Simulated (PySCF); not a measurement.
**C$_{6}$H$_{13}$NOSi: density, localisation and related maps**

```yaml
atoms:
  - { symbol: C, position_ang: [-0.8467, -1.4604, -1.6464] }
  - { symbol: C, position_ang: [-0.8877, -1.2454, -0.1341] }
  - { symbol: O, position_ang: [-2.2210, -0.9813, 0.2285] }
  - { symbol: C, position_ang: [0.0351, -0.0825, 0.2215] }
  - { symbol: N, position_ang: [-0.3559, 1.1019, 0.3597] }
  - { symbol: Si, position_ang: [-1.8714, 1.8956, 0.1908] }
  - { symbol: C, position_ang: [1.4606, -0.4244, 0.3813] }
  - { symbol: C, position_ang: [2.2830, 0.3702, 1.3690] }
  - { symbol: C, position_ang: [2.4878, 0.5809, -0.0861] }
  - { symbol: H, position_ang: [-1.5192, -2.2699, -1.9180] }
  - { symbol: H, position_ang: [0.1627, -1.7019, -1.9676] }
  - { symbol: H, position_ang: [-1.1763, -0.5510, -2.1417] }
  - { symbol: H, position_ang: [-0.5313, -2.1546, 0.3791] }
  - { symbol: H, position_ang: [-2.2670, -0.8193, 1.1761] }
  - { symbol: H, position_ang: [-1.4230, 3.2508, -0.1458] }
  - { symbol: H, position_ang: [-2.4975, 1.8650, 1.5174] }
  - { symbol: H, position_ang: [-2.8189, 1.4476, -0.8276] }
  - { symbol: H, position_ang: [1.6997, -1.4740, 0.2631] }
  - { symbol: H, position_ang: [3.0354, -0.1574, 1.9353] }
  - { symbol: H, position_ang: [1.7572, 1.1373, 1.9157] }
  - { symbol: H, position_ang: [2.0983, 1.4890, -0.5191] }
  - { symbol: H, position_ang: [3.3855, 0.2032, -0.5518] }
```

Geometry: GFN2-xTB.

Method: PBE0/pcSseg-1, SCF density, gas phase, non-relativistic (PySCF 2.14.0).

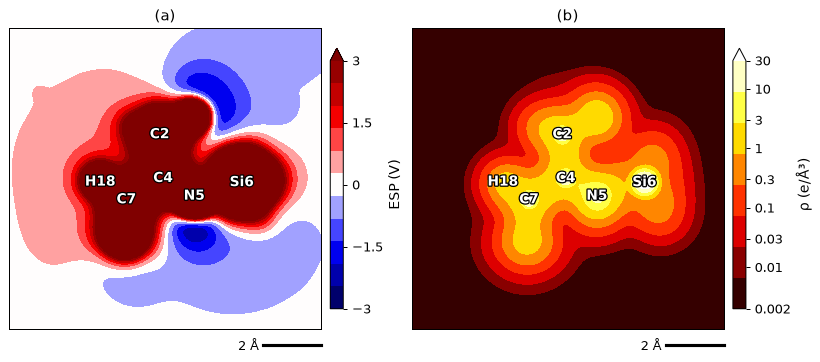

Figure 1. (a) electrostatic potential; (b) electron density on the plane of atoms C2, C4 and C7.

What do the fields say about this system?

Answer.
- The section cuts through C, N, Si and H sites.
- C–N (1.25 Å): ρ is about 2.8 e/Å³ halfway.
- C–C (1.47 Å): ρ at the midpoint is about 1.8 e/Å³.
- Si–N (1.72 Å): the density is about 1.1 e/Å³ at the midpoint.
- C–C (1.53 Å): ρ at the midpoint is about 1.7 e/Å³.
- C–H (1.08 Å): ρ at the midpoint is about 2 e/Å³.
- Outside the dense part of the molecule the potential is most negative (−2.4 V) near N5.

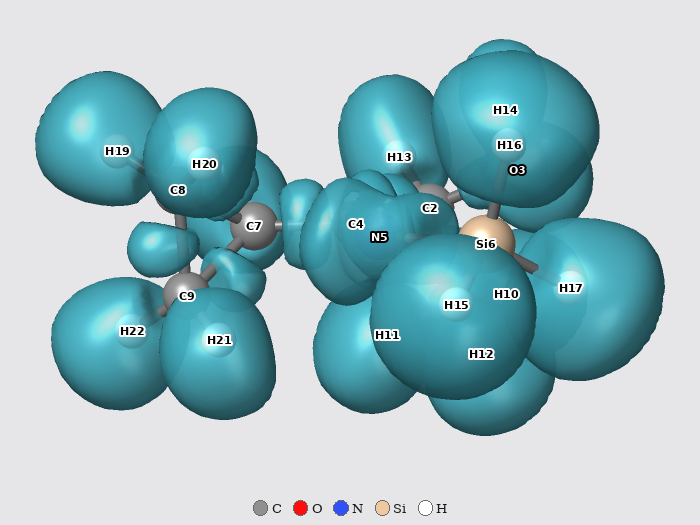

Figure 2. Isosurface of the electron localisation function at 0.75 (cyan), seen from one side. Core shells and regions of very low density are left out.

Identify the bonds, lone pairs and shells in this picture.

Answer. The ELF exceeds this value in six regions between bonded C–C atoms (shared pairs), twelve regions around hydrogen nuclei, one region on N in which the atom's valence shell and bonds are merged and one joined region spread over several atoms (H, O), in which their bonds and any lone pairs are merged.


C–N (1.25 Å): the ELF peaks at about 0.90 between the atoms (a multiple bond). C–O (1.41 Å): the ELF peaks at about 0.90 between the atoms, as expected for a polar covalent bond.

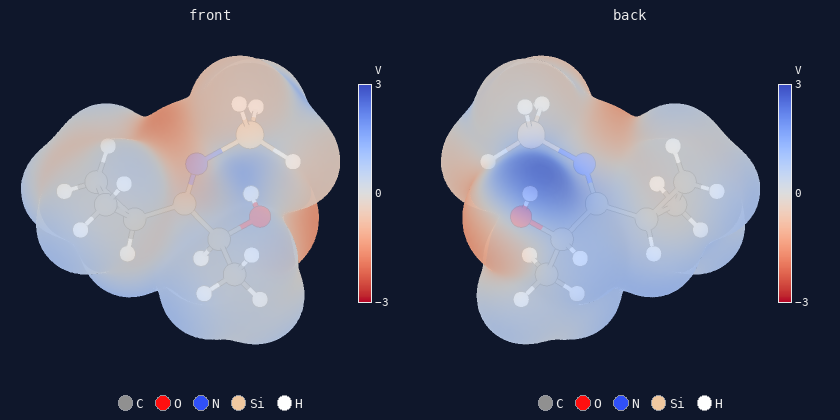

Figure 3. The molecular electrostatic potential painted on the density surface at 0.002 e/bohr³, seen from the front and from behind; the colour scale runs from red (negative) to blue (positive).

Which sites attract a positive test charge, and which a negative one?

Answer. A positive charge is drawn to the negative regions and a negative charge to the positive ones. The most negative region (about −1.5 V) lies over O3 and N5, the most positive (about +2.3 V) over H14.

What dipole moment does the calculation give?

Answer. Its dipole moment is 2.81 D.
